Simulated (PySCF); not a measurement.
CH₄Cl₂Si (Methyldichlorosilane)

Input file:

```
{"job": {"kind": "uv", "xc": "CAM-B3LYP", "basis": "def2-SVPD", "ip": true}, "charge": 0, "multiplicity": 1}
C     -1.005317    -0.222736    -0.053782
Si     0.793593     0.169282     0.167690
Cl     1.927743    -1.212293    -0.865525
Cl     1.193982     2.049384    -0.585797
H     -1.277680    -0.187391    -1.119105
H     -1.222245    -1.231735     0.329985
H     -1.625738     0.504512     0.492273
H      1.233782     0.149797     1.585141
```

Command:

```sh
OMP_NUM_THREADS=1 python probes_run.py task.json out
```

Geometry: PBE0-D3(BJ)/def2-SVP.

All numbers below come from CAM-B3LYP/def2-SVPD, SCF density, gas phase in PySCF 2.14.0.

What can the converged electron density and electron localisation function tell about the bonding?

C–Si (1.85 Å): ρ at the midpoint is about 1 e/Å³; the ELF peaks at about 0.95 between the atoms; a covalent bond.
Si–Cl (2.06 Å): ρ is about 0.86 e/Å³ halfway; the ELF peaks at about 0.90 between the atoms (a polar covalent bond).
C–H (1.10 Å): ρ at the midpoint is about 1.9 e/Å³; the ELF climbs to about 1 towards the hydrogen, as it does in any bond to H (an ordinary covalent bond to hydrogen).

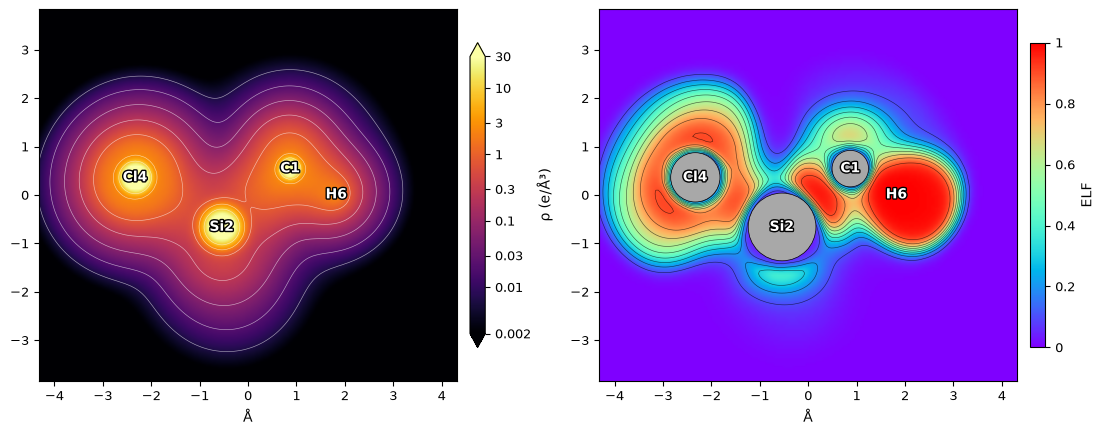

Computed electron density and electron localisation function on the plane of atoms Si2, C1 and H6, in this order. Grey discs cover the atomic cores in the ELF map. 
